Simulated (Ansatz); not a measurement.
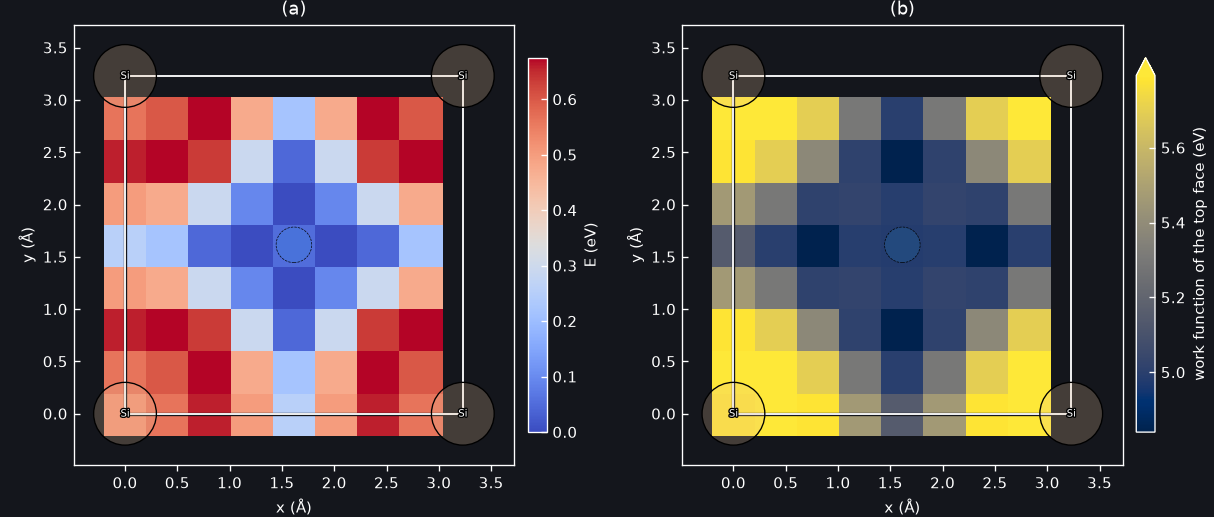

S on a Si₂W(001) slab cut from the I4/mmm phase, its upper half relaxed before the scan (6 atoms of substrate and one adsorbate in a 1 × 1 cell). S is moved over the surface cell; relaxed at each place: the height of the adsorbate's atoms; substrate rigid; the origin of the map has the adsorbate above Si6. Places are given modulo a cell vector. The map is drawn in real space over the plane of the surface. Grid: 8 × 8 points; 15 points were computed and 49 follow by symmetry. All energies are given in eV relative to the lowest grid point. With one adsorbate in each 1 × 1 cell, its nearest image is 3.2 Å away, so neighbouring adsorbates interact. All numbers below come from DFT PBE, scalar-relativistic, plane waves, PAW in Ansatz 0.2.0. Settings: cutoff 420 eV, k-mesh 8×8×1, gaussian smearing 0.1 eV, no spin polarisation.

Panel (a) is the energy and panel (b) the computed work function of the top face on the same grid.

The picture shows one coloured cell a grid point, labelled circles for the atoms of the top layer and small ones for the second layer, the outline of one cell of the plane.

> How does the work function of the top face vary over the map, and what is it at the lowest grid point?

It runs from 4.84 eV at (2/8, 4/8) of the cell vectors [nearest 2 Si at 2.24 Å] to 5.79 eV at (1/8, 1/8) of the cell vectors [nearest 1 Si at 2.07 Å]. At the lowest grid point, (3/8, 4/8) of the cell vectors [nearest 2 Si at 2.38 Å], it is 4.99 eV.

```tsv
second ↓, first →	0/8	1/8	2/8	3/8	4/8	5/8	6/8	7/8
7/8	5.79	5.79	5.70	5.30	5.00	5.30	5.70	5.79
6/8	5.78	5.70	5.38	5.01	4.84	5.01	5.38	5.70
5/8	5.47	5.30	5.01	5.03	4.99	5.03	5.01	5.30
4/8	5.15	5.00	4.84	4.99	4.98	4.99	4.84	5.00
3/8	5.47	5.30	5.01	5.03	4.99	5.03	5.01	5.30
2/8	5.78	5.70	5.38	5.01	4.84	5.01	5.38	5.70
1/8	5.79	5.79	5.70	5.30	5.00	5.30	5.70	5.79
0/8	5.77	5.79	5.78	5.47	5.15	5.47	5.78	5.79
```

PAW datasets: the set soft_1.
